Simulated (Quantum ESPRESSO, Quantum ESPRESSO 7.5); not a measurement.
# ordered Ga(1-x)In(x)P in the cubic cell, stepped through the share x of In

Aim: how the results for ordered Ga(1-x)In(x)P in the cubic cell change with the share x of In.

Method: plane-wave DFT, LDA, GBRV ultrasoft pseudopotentials, in Quantum ESPRESSO 7.5.

### Step 1. Set-up

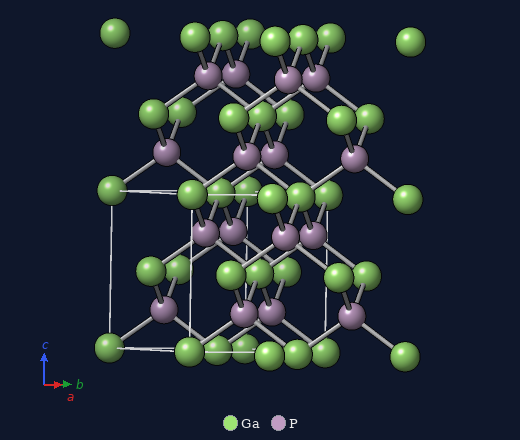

Start, viewed from the side, with the c axis up; gallium green, phosphorus pink. 2×1×2 cells are drawn. Bonds to atoms that aren't drawn are left out. Some periodic images of atoms are drawn too.

Coordinates:

```cif
data_structure
_symmetry_space_group_name_H-M 'P 1'
_symmetry_Int_Tables_number 1
_cell_length_a 5.4108
_cell_length_b 5.4108
_cell_length_c 5.4108
_cell_angle_alpha 90.000
_cell_angle_beta 90.000
_cell_angle_gamma 90.000
_cell_volume 158.41
loop_
_atom_site_label
_atom_site_type_symbol
_atom_site_fract_x
_atom_site_fract_y
_atom_site_fract_z
_atom_site_occupancy
Ga1 Ga 0.00000 0.00000 0.00000 1
Ga2 Ga 0.50000 0.50000 0.00000 1
Ga3 Ga 0.50000 0.00000 0.50000 1
Ga4 Ga 0.00000 0.50000 0.50000 1
P5 P 0.25000 0.25000 0.25000 1
P6 P 0.75000 0.75000 0.25000 1
P7 P 0.75000 0.25000 0.75000 1
P8 P 0.25000 0.75000 0.75000 1
```

Set-up: Conventional cubic cells; the three axes and the atoms relax, the angles stay right. pwcond (ikind = 0) gives the complex bands along [001] at three points across. Fixed occupations.

### Step 2. Variable-cell relaxation, 0

What the set-up leaves free in this member is relaxed.

m0.relax.in reads:

```
&control
  prefix = 'm0.relax'
  outdir = './out'
  pseudo_dir = './pseudo'
  nstep = 60
  forc_conv_thr = 0.0004
  calculation = 'vc-relax'
/
&system
  ibrav = 0
  nat = 8
  ntyp = 2
  ecutwfc = 50
  ecutrho = 250
  occupations = 'fixed'
/
&electrons
  conv_thr = 1e-10
  mixing_beta = 0.6
  electron_maxstep = 120
/
&ions
/
&cell
  cell_dofree = 'xyz'
  press_conv_thr = 0.3
/
ATOMIC_SPECIES
  Ga  69.7230  ga_lda_v1.4.uspp.F.UPF
  P   30.9738  p_lda_v1.5.uspp.F.UPF
CELL_PARAMETERS angstrom
  5.41082000000000 0.00000000000000 0.00000000000000
  0.00000000000000 5.41082000000000 0.00000000000000
  0.00000000000000 0.00000000000000 5.41082000000000
ATOMIC_POSITIONS crystal
  Ga  0.000000000000 0.000000000000 0.000000000000
  Ga  0.500000000000 0.500000000000 0.000000000000
  Ga  0.500000000000 0.000000000000 0.500000000000
  Ga  0.000000000000 0.500000000000 0.500000000000
  P   0.250000000000 0.250000000000 0.250000000000
  P   0.750000000000 0.750000000000 0.250000000000
  P   0.750000000000 0.250000000000 0.750000000000
  P   0.250000000000 0.750000000000 0.750000000000
K_POINTS automatic
  4 4 4 0 0 0
```

On the command line:

```bash
OMP_NUM_THREADS=1 mpirun -n 4 pw.x -nk 4 -in m0.relax.in > m0.relax.out
```

The program printed:

```text
Program PWSCF v.7.5 starts
[citation notice left out]

     Parallel version (MPI & OpenMP), running on       4 processor cores
     Number of MPI processes:                 4
     Threads/MPI process:                     1

     MPI processes distributed on     1 nodes
[...]
Current dimensions of program PWSCF are:
     Max number of different atomic species (ntypx) = 10
     Max number of k-points (npk) =  40000
     Max angular momentum in pseudopotentials (lmaxx) =  4
     Found identity + ( -0.5000 -0.5000  0.0000) symmetry
     This is a supercell, fractional translations are disabled
     Message from routine setup:
     using ibrav=0 with symmetry is DISCOURAGED, use correct ibrav instead

     K-points division:     npool     =       4
     Subspace diagonalization in iterative solution of the eigenvalue problem:
     a serial algorithm will be used

     G-vector sticks info
     --------------------
     sticks:   dense  smooth     PW     G-vecs:    dense   smooth      PW
     Sum        2085    1653    489                71591    50883    8025

     Using Slab Decomposition

     bravais-lattice index     =            0
     lattice parameter (alat)  =      10.2250  a.u.
     unit-cell volume          =    1069.0201 (a.u.)^3
     number of atoms/cell      =            8
     number of atomic types    =            2
     number of electrons       =        96.00
     number of Kohn-Sham states=           48
     kinetic-energy cutoff     =      50.0000  Ry
     charge density cutoff     =     250.0000  Ry
     scf convergence threshold =      1.0E-10
     mixing beta               =       0.6000
     number of iterations used =            8  plain     mixing
     energy convergence thresh.=      1.0E-04
     force convergence thresh. =      4.0E-04
     press convergence thresh. =      3.0E-01
     Exchange-correlation=  SLA  PZ   NOGX NOGC
                           (   1   1   0   0   0   0   0)
     nstep                     =           60

     celldm(1)=  10.224968  celldm(2)=   0.000000  celldm(3)=   0.000000
     celldm(4)=   0.000000  celldm(5)=   0.000000  celldm(6)=   0.000000

     crystal axes: (cart. coord. in units of alat)
               a(1) = (   1.000000   0.000000   0.000000 )
               a(2) = (   0.000000   1.000000   0.000000 )
               a(3) = (   0.000000   0.000000   1.000000 )

     reciprocal axes: (cart. coord. in units 2 pi/alat)
               b(1) = (  1.000000  0.000000  0.000000 )
               b(2) = (  0.000000  1.000000  0.000000 )
               b(3) = (  0.000000  0.000000  1.000000 )

     PseudoPot. # 1 for Ga read from file:
     ./pseudo/ga_lda_v1.4.uspp.F.UPF
     Pseudo is Ultrasoft + core correction, Zval = 19.0
     Generated by new atomic code, or converted to UPF format
     Using radial grid of  871 points,  6 beta functions with:
                l(1) =   0
                l(2) =   0
                l(3) =   1
                l(4) =   1
                l(5) =   2
                l(6) =   2
     Q(r) pseudized with  8 coefficients,  rinner =    1.250   1.250   1.250
                                                       1.250   1.250

     PseudoPot. # 2 for P  read from file:
     ./pseudo/p_lda_v1.5.uspp.F.UPF
     Pseudo is Ultrasoft + core correction, Zval =  5.0
     Generated by new atomic code, or converted to UPF format
     Using radial grid of  903 points,  6 beta functions with:
                l(1) =   0
                l(2) =   0
                l(3) =   1
                l(4) =   1
                l(5) =   2
                l(6) =   2
     Q(r) pseudized with  8 coefficients,  rinner =    1.300   1.300   1.300
                                                       1.300   1.300

     atomic species   valence    mass     pseudopotential
     Ga               19.00    69.72300     Ga( 1.00)
     P                 5.00    30.97380     P ( 1.00)

     24 Sym. Ops. (no inversion) found

   Cartesian axes

     site n.     atom                  positions (alat units)
         1        Ga     tau(   1) = (   0.0000000   0.0000000   0.0000000  )
         2        Ga     tau(   2) = (   0.5000000   0.5000000   0.0000000  )
         3        Ga     tau(   3) = (   0.5000000   0.0000000   0.5000000  )
         4        Ga     tau(   4) = (   0.0000000   0.5000000   0.5000000  )
         5        P      tau(   5) = (   0.2500000   0.2500000   0.2500000  )
         6        P      tau(   6) = (   0.7500000   0.7500000   0.2500000  )
         7        P      tau(   7) = (   0.7500000   0.2500000   0.7500000  )
         8        P      tau(   8) = (   0.2500000   0.7500000   0.7500000  )

     number of k points=    10
                       cart. coord. in units 2pi/alat
        k(    1) = (   0.0000000   0.0000000   0.0000000), wk =   0.0312500
        k(    2) = (   0.0000000   0.0000000   0.2500000), wk =   0.1875000
        k(    3) = (   0.0000000   0.0000000  -0.5000000), wk =   0.0937500
        k(    4) = (   0.0000000   0.2500000   0.2500000), wk =   0.3750000
        k(    5) = (   0.0000000   0.2500000  -0.5000000), wk =   0.3750000
        k(    6) = (   0.0000000  -0.5000000  -0.5000000), wk =   0.0937500
        k(    7) = (   0.2500000   0.2500000   0.2500000), wk =   0.2500000
        k(    8) = (   0.2500000   0.2500000  -0.5000000), wk =   0.3750000
        k(    9) = (   0.2500000  -0.5000000  -0.5000000), wk =   0.1875000
        k(   10) = (  -0.5000000  -0.5000000  -0.5000000), wk =   0.0312500

     Dense  grid:    71591 G-vectors     FFT dimensions: (  54,  54,  54)

     Smooth grid:    50883 G-vectors     FFT dimensions: (  48,  48,  48)

     Estimated max dynamical RAM per process >     135.71 MB

     Estimated total dynamical RAM >     490.39 MB

     Initial potential from superposition of free atoms

     starting charge      91.9994, renormalised to      96.0000
     Starting wfcs are   64 randomized atomic wfcs

     total cpu time spent up to now is        1.7 secs

     per-process dynamical memory:    74.2 Mb

     Self-consistent Calculation

     iteration #  1     ecut=    50.00 Ry     beta= 0.60
     Davidson diagonalization with overlap
     ethr =  1.00E-02,  avg # of iterations =  3.5

     total cpu time spent up to now is        4.0 secs

     total energy              =   -1706.40149998 Ry
     estimated scf accuracy    <      27.15638054 Ry

     iteration #  2     ecut=    50.00 Ry     beta= 0.60
[...]
total energy              =   -1720.73125036 Ry
     estimated scf accuracy    <      16.83617116 Ry

[...]
atom    8 type  2   force =    -0.00000000    0.00000000    0.00000000

     Total force =     0.000000     Total SCF correction =     0.000000
     SCF correction compared to forces is large: reduce conv_thr to get better values

     Computing stress (Cartesian axis) and pressure

          total   stress  (Ry/bohr**3)                   (kbar)     P=        0.18
   0.00000122   0.00000000   0.00000000            0.18        0.00        0.00
   0.00000000   0.00000122   0.00000000            0.00        0.18        0.00
   0.00000000   0.00000000   0.00000122            0.00        0.00        0.18

     Energy error            =      1.3E-04 Ry
     Gradient error          =      3.0E-09 Ry/Bohr
     Cell gradient error     =      1.8E-01 kbar

     number of scf cycles    =   3
     number of bfgs steps    =   2

     enthalpy           old  =   -1722.3835594439 Ry
     enthalpy           new  =   -1722.3836849183 Ry

     CASE: enthalpy          _new < enthalpy          _old

     new trust radius        =       0.0004213564 bohr
     new conv_thr            =            1.0E-12 Ry

     new unit-cell volume =   1056.87469 a.u.^3 (   156.61267 Ang^3 )
     density =      4.27069 g/cm^3

CELL_PARAMETERS (angstrom)
   5.390250706   0.000000000   0.000000000
   0.000000000   5.390250706   0.000000000
   0.000000000   0.000000000   5.390250706

ATOMIC_POSITIONS (crystal)
Ga               0.0000000000        0.0000000000        0.0000000000
Ga               0.5000000000        0.5000000000        0.0000000000
Ga               0.5000000000        0.0000000000        0.5000000000
Ga               0.0000000000        0.5000000000        0.5000000000
P                0.2500000007        0.2500000007        0.2500000007
P                0.7499999993        0.7499999993        0.2500000007
P                0.7499999993        0.2500000007        0.7499999993
P                0.2500000007        0.7499999993        0.7499999993

[...]
NEW-OLD atomic charge density approx. for the potential
     New effective cutoffs (rho, wfc):  251.88   50.37

     total cpu time spent up to now is       82.7 secs

     per-process dynamical memory:    90.7 Mb

[...]
!    total energy              =   -1722.38368503 Ry
[...]
Total force =     0.000000     Total SCF correction =     0.000000
[...]
Self-consistent Calculation

     iteration #  1     ecut=    50.00 Ry     beta= 0.60
     Davidson diagonalization with overlap
     ethr =  1.00E-06,  avg # of iterations = 13.8

     total cpu time spent up to now is      105.5 secs

     total energy              =   -1703.46832211 Ry
     estimated scf accuracy    <      30.97514263 Ry

[...]
iteration # 20     ecut=    50.00 Ry     beta= 0.60
[...]
End of self-consistent calculation

          k = 0.0000 0.0000 0.0000 (  6355 PWs)   bands (ev):

   -85.8150 -85.8150 -85.8150 -85.8150 -85.8150 -85.8150 -85.8150 -85.8150
   -85.8150 -85.8149 -85.8149 -85.8149  -6.8722  -6.8722  -6.8722  -6.7434
    -6.7434  -6.7434  -6.6741  -6.6741  -6.6741  -6.6701  -6.6701  -6.6701
    -6.6701  -6.6701  -6.6701  -6.6322  -6.6322  -6.6078  -6.6078  -6.6078
    -4.8512  -1.6817  -1.6817  -1.6817   0.9159   0.9159   0.9159   5.1033
     5.1033   5.1033   5.1033   5.1033   5.1033   7.9299   7.9299   7.9299

          k = 0.0000 0.0000 0.2510 (  6319 PWs)   bands (ev):

   -85.8151 -85.8151 -85.8151 -85.8150 -85.8150 -85.8149 -85.8149 -85.8149
   -85.8149 -85.8148 -85.8148 -85.8148  -6.8623  -6.8623  -6.8575  -6.7687
    -6.7331  -6.7331  -6.6846  -6.6846  -6.6814  -6.6814  -6.6761  -6.6761
    -6.6671  -6.6609  -6.6609  -6.6370  -6.6287  -6.6138  -6.6138  -6.6114
    -4.5684  -2.5696  -1.6286  -1.6286   1.0170   1.0170   2.1073   4.5873
     4.5873   4.6533   4.6533   5.3749   5.3749   6.3540   7.2349   7.2349

          k = 0.0000 0.0000-0.5019 (  6382 PWs)   bands (ev):

   -85.8151 -85.8151 -85.8151 -85.8151 -85.8150 -85.8150 -85.8150 -85.8150
   -85.8149 -85.8149 -85.8149 -85.8149  -6.8506  -6.8506  -6.8179  -6.8179
    -6.7077  -6.7077  -6.7077  -6.7077  -6.7008  -6.7008  -6.6767  -6.6767
    -6.6511  -6.6511  -6.6501  -6.6501  -6.6226  -6.6226  -6.6200  -6.6200
    -3.7627  -3.7627  -1.5733  -1.5733   1.1339   1.1339   4.1501   4.1501
     4.1740   4.1740   4.2928   4.2928   6.1466   6.1466   6.1466   6.1466

          k = 0.0000 0.2510 0.2510 (  6298 PWs)   bands (ev):

   -85.8150 -85.8150 -85.8150 -85.8149 -85.8149 -85.8149 -85.8149 -85.8149
   -85.8149 -85.8149 -85.8148 -85.8148  -6.8546  -6.8501  -6.8501  -6.7807
    -6.7320  -6.7275  -6.6942  -6.6942  -6.6925  -6.6843  -6.6843  -6.6802
    -6.6575  -6.6575  -6.6548  -6.6356  -6.6292  -6.6186  -6.6156  -6.6156
    -4.2955  -2.4054  -2.4054  -1.7164   1.1374   1.9262   1.9262   3.7608
     4.6877   4.6877   5.0808   5.2906   5.2906   5.5520   6.4838   7.6450

          k = 0.0000 0.2510-0.5019 (  6304 PWs)   bands (ev):

   -85.8150 -85.8150 -85.8150 -85.8150 -85.8149 -85.8149 -85.8149 -85.8149
   -85.8149 -85.8149 -85.8149 -85.8149  -6.8436  -6.8436  -6.8177  -6.8177
    -6.7136  -6.7136  -6.7091  -6.7091  -6.7054  -6.7054  -6.6856  -6.6856
    -6.6449  -6.6449  -6.6447  -6.6447  -6.6250  -6.6250  -6.6222  -6.6221
    -3.5222  -3.5222  -2.0256  -2.0256   1.4907   1.4907   3.4606   3.4606
     3.8359   3.8359   5.3818   5.3818   5.4707   5.4707   6.5836   6.5836

          k = 0.0000-0.5019-0.5019 (  6256 PWs)   bands (ev):

   -85.8150 -85.8150 -85.8150 -85.8150 -85.8149 -85.8149 -85.8149 -85.8149
   -85.8148 -85.8148 -85.8148 -85.8148  -6.8273  -6.8273  -6.8273  -6.8273
    -6.7114  -6.7114  -6.7114  -6.7114  -6.7056  -6.7056  -6.7056  -6.7056
    -6.6341  -6.6341  -6.6341  -6.6341  -6.6307  -6.6307  -6.6307  -6.6307
    -2.8650  -2.8650  -2.8650  -2.8650   2.3511   2.3511   2.3511   2.3511
     4.3327   4.3327   4.3327   4.3327   6.6578   6.6578   6.6578   6.6578

[...]
highest occupied level (ev):     7.9299

!    total energy              =   -1722.38355505 Ry
     estimated scf accuracy    <          2.2E-13 Ry

     The total energy is the sum of the following terms:
     one-electron contribution =   -1572.45806459 Ry
     hartree contribution      =     819.77765827 Ry
     xc contribution           =    -214.90001416 Ry
     ewald contribution        =    -754.80313456 Ry

     convergence has been achieved in  20 iterations

     Forces acting on atoms (cartesian axes, Ry/au):

     atom    1 type  1   force =     0.00000000    0.00000000    0.00000000
     atom    2 type  1   force =     0.00000000    0.00000000    0.00000000
     atom    3 type  1   force =     0.00000000    0.00000000    0.00000000
     atom    4 type  1   force =     0.00000000    0.00000000    0.00000000
     atom    5 type  2   force =     0.00000001    0.00000001    0.00000001
     atom    6 type  2   force =    -0.00000001   -0.00000001    0.00000001
     atom    7 type  2   force =    -0.00000001    0.00000001   -0.00000001
     atom    8 type  2   force =     0.00000001   -0.00000001   -0.00000001

     Total force =     0.000000     Total SCF correction =     0.000000
     SCF correction compared to forces is large: reduce conv_thr to get better values

     Computing stress (Cartesian axis) and pressure

          total   stress  (Ry/bohr**3)                   (kbar)     P=       -0.19
  -0.00000126   0.00000000   0.00000000           -0.19        0.00        0.00
   0.00000000  -0.00000126   0.00000000            0.00       -0.19        0.00
   0.00000000   0.00000000  -0.00000126            0.00        0.00       -0.19

[...]
=------------------------------------------------------------------------------=
   JOB DONE.
=------------------------------------------------------------------------------=
```

Wall time 2.5 min (4 MPI ranks of Arm Neoverse V1, shared host); peak memory 0.65 GiB.

The steps of the relaxation:

| step | energy less that of the first step (eV) | largest force (eV/Å) | volume (Å³) |
| --- | --- | --- | --- |
| 1 | 0.0000 | 0.0000 | 158.41 |
| 2 | -0.0041 | 0.0000 | 157.58 |
| 3 | -0.0058 | 0.0000 | 156.58 |
| 4 | -0.0058 | 0.0000 | 156.61 |
| 5 | -0.0041 | 0.0000 | 156.61 |

| conventional cell, symmetrised | before | after | change |
| --- | --- | --- | --- |
| a (Å) | 5.411 | 5.390 | -0.4 % |
| b (Å) | 5.411 | 5.390 | -0.4 % |
| c (Å) | 5.411 | 5.390 | -0.4 % |
| volume (Å³/atom) | 19.80 | 19.58 | -1.1 % |

 The last row is no step: it is a fresh SCF in the final cell with a new plane-wave basis, +2 meV from the row before.

Read from the output:

- free energy: -23434.2221 eV
- valence top, on the run's zero: 7.930 eV

(Part 1 of 7 ends here.)

[Logs are printed without paths, hosts, clocks, repeated set-up lines and the standing remarks that a program may print on its own settings, such as how far it seeks lower states.]

[Hosts, paths, dates, database ids (printed as entryN), source tags and the programs' standing remarks are cut or masked in the printed files.]

[Maps of the electrostatic potential energy from Ansatz leave out the sawtooth potential of an applied field or a dipole correction, so their vacuum need not be flat; planar profiles and work functions include it.]
